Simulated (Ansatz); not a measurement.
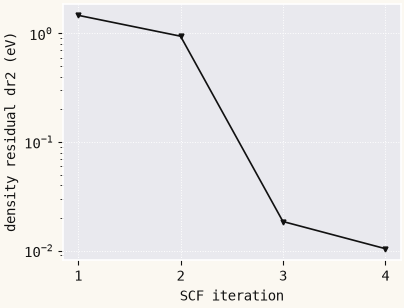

The plot shows the SCF iterations of a calculation: density residual dr2. The starting density is a sum of atomic densities corrected by a trained network.

La₈CdGa₇O₂₄H (defect cell, 41 atoms in the cell), run with Ansatz.

```
crystal:
  lattice:
    - [7.729308, 0.000000, 0.000000]
    - [0.000000, 7.729308, 0.000000]
    - [0.000000, 0.000000, 7.729308]
  atoms:
    - { symbol: La, position: [0.002558, 0.998645, 0.999205] }
    - { symbol: La, position: [0.003343, 0.999283, 0.500100] }
    - { symbol: La, position: [0.998688, 0.501953, 0.000814] }
    - { symbol: La, position: [0.000886, 0.500753, 0.499135] }
    - { symbol: La, position: [0.500773, 0.002416, 0.002821] }
    - { symbol: La, position: [0.500922, 0.000854, 0.497900] }
    - { symbol: La, position: [0.500610, 0.498605, 0.001134] }
    - { symbol: La, position: [0.501783, 0.497625, 0.495229] }
    - { symbol: Cd, position: [0.252151, 0.249082, 0.292693] }
    - { symbol: Ga, position: [0.251480, 0.250698, 0.747958] }
    - { symbol: Ga, position: [0.254488, 0.751550, 0.247962] }
    - { symbol: Ga, position: [0.247046, 0.748826, 0.749837] }
    - { symbol: Ga, position: [0.751136, 0.247733, 0.249022] }
    - { symbol: Ga, position: [0.750876, 0.248708, 0.748941] }
    - { symbol: Ga, position: [0.750160, 0.749681, 0.247013] }
    - { symbol: Ga, position: [0.748010, 0.749706, 0.750496] }
    - { symbol: O, position: [0.249265, 0.249629, 0.954436] }
    - { symbol: O, position: [0.253991, 0.245548, 0.503556] }
    - { symbol: O, position: [0.248601, 0.755246, 0.002589] }
    - { symbol: O, position: [0.247770, 0.752460, 0.503994] }
    - { symbol: O, position: [0.751860, 0.248333, 0.001249] }
    - { symbol: O, position: [0.748581, 0.246983, 0.499591] }
    - { symbol: O, position: [0.743793, 0.750112, 0.998546] }
    - { symbol: O, position: [0.754420, 0.753788, 0.503686] }
    - { symbol: O, position: [0.001613, 0.250225, 0.253745] }
    - { symbol: O, position: [0.004563, 0.252721, 0.749474] }
    - { symbol: O, position: [0.003706, 0.750524, 0.250245] }
    - { symbol: O, position: [0.998230, 0.750262, 0.749407] }
    - { symbol: O, position: [0.503421, 0.248612, 0.246970] }
    - { symbol: O, position: [0.502975, 0.251166, 0.748023] }
    - { symbol: O, position: [0.497032, 0.746183, 0.249530] }
    - { symbol: O, position: [0.502147, 0.749639, 0.749010] }
    - { symbol: O, position: [0.249937, 0.999096, 0.245790] }
    - { symbol: O, position: [0.248083, 0.003797, 0.751807] }
    - { symbol: O, position: [0.250911, 0.496511, 0.251163] }
    - { symbol: O, position: [0.245354, 0.497510, 0.748819] }
    - { symbol: O, position: [0.750365, 0.996354, 0.249607] }
    - { symbol: O, position: [0.749979, 0.999616, 0.748566] }
    - { symbol: O, position: [0.746867, 0.498368, 0.250509] }
    - { symbol: O, position: [0.748690, 0.499895, 0.749913] }
    - { symbol: H, position: [0.249766, 0.248395, 0.125547] }
  symmetry: { detect: false }
kpoints:
  mp_grid: { grid: [1, 1, 1], shift: [0.25, 0.25, 0.25] }
hamiltonian:
  xc: hf
scf:
  occupations: { method: fermi_dirac, width: 0.01 }
  max_iter: 4
output:
  forces: true
  eigenvalues: true
  stress: true
```

Launched with:
```bash
ansatz run in.yaml --threads 7 --pin off --max-ram 13300MiB --runs-dir r --events-out ev --progress --plain
```

Q: How did this run end?

A: It did not converge: it stopped after 4 iterations. The residual is still falling at the last step (down to 0.01).

Q: What is the residual at the start and at the end?

A: It starts near 1.5 and ends near 0.01 eV.
